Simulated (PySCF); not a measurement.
# C3H7F3GeSi (SMILES FC(F)=C(F)[SiH2][CH2][GeH3]): what the fields show

Input file:

```
{"job": {"kind": "uv", "xc": "CAM-B3LYP", "basis": "def2-SVPD", "nstates": 8, "ntriplets": 3}, "charge": 0, "multiplicity": 1}
F     -2.045352    -0.881168     1.423171
C     -2.692054    -0.611877     0.289724
F     -3.908853    -1.140745     0.324010
C     -2.128171     0.085732    -0.680523
F     -2.852768     0.318680    -1.794989
Si    -0.371158     0.822004    -0.633940
C      0.843815    -0.537518    -0.127621
Ge     2.697954     0.118947    -0.175154
H     -0.385892     1.921887     0.335593
H     -0.152644     1.294290    -2.001517
H      0.755014    -1.396912    -0.792307
H      0.619821    -0.889613     0.878682
H      3.667949    -0.948007     0.227720
H      3.069797     0.574053    -1.548087
H      2.878126     1.278237     0.747670
```

Run with:

```sh
OMP_NUM_THREADS=1 python probes_run.py task.json out
```

Geometry: GFN2-xTB.

Computed with PySCF 2.14.0, CAM-B3LYP/def2-SVPD, SCF density, gas phase.

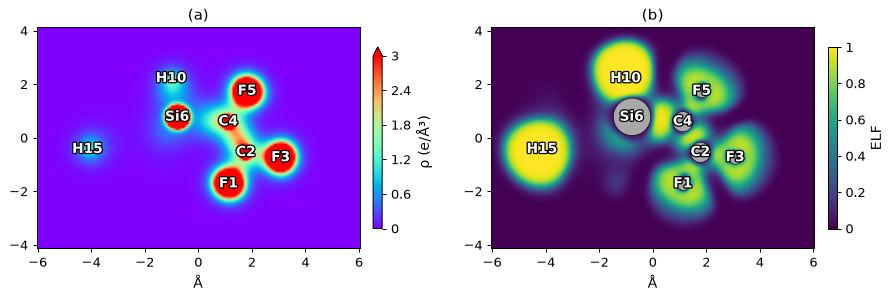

Figure 1. (a) total electron density; (b) ELF on the plane of atoms F1, C2 and F3. Grey discs cover the atomic cores in the ELF map.

Interpret the plot.

- The section cuts through F, C, Si and H sites.
- C–C (1.32 Å): ρ at the midpoint is about 2.4 e/Å³; the ELF peaks at about 0.90 between the atoms; a multiple bond.
- C–F (1.33 Å): ρ at the midpoint is about 2.4 e/Å³; the ELF peaks at about 0.85 between the atoms (a shared but strongly polarised pair).
- C–Si (1.91 Å): ρ at the midpoint is about 0.92 e/Å³; the ELF peaks at about 1 between the atoms: a shared electron pair.
- Si–H (1.46 Å): ρ at the midpoint is about 0.8 e/Å³; the ELF climbs to about 1 towards the hydrogen, as it does in any bond to H.
- The ELF also peaks beside F1, F3 and F5, away from the bonds: lone-pair regions.

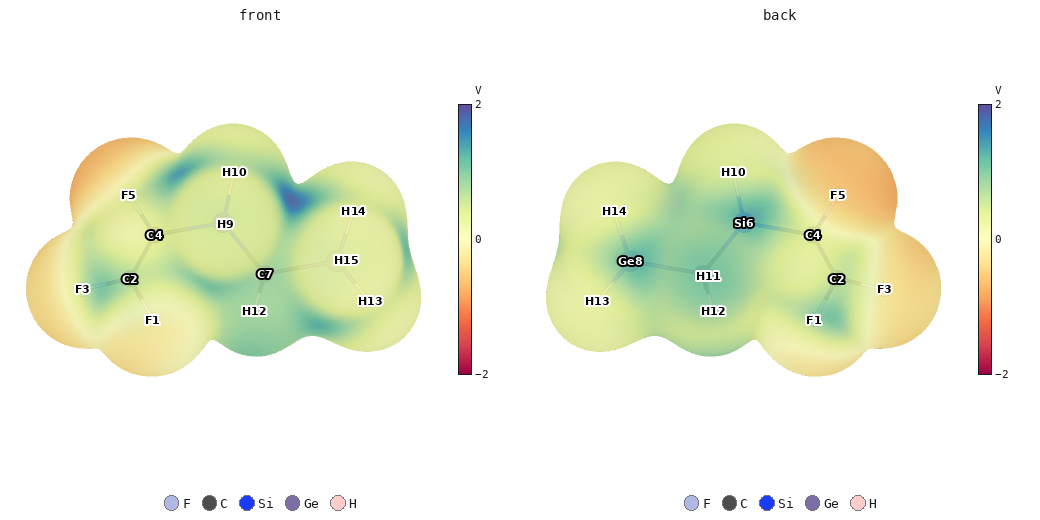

Figure 2. The electrostatic potential painted on the density surface at 0.002 e/bohr³, seen from the front and from behind; the colour scale runs from red (negative) to blue (positive).

Which sites attract a positive test charge, and which a negative one?

A positive charge is drawn to the negative regions and a negative charge to the positive ones. The most negative region (about −0.7 V, or −16 kcal/mol for a unit charge) lies over F5, the most positive (about +1.6 V, or +37 kcal/mol for a unit charge) over Si6 and Ge8.

What dipole moment does the calculation give?

Its dipole moment is 1.80 D.
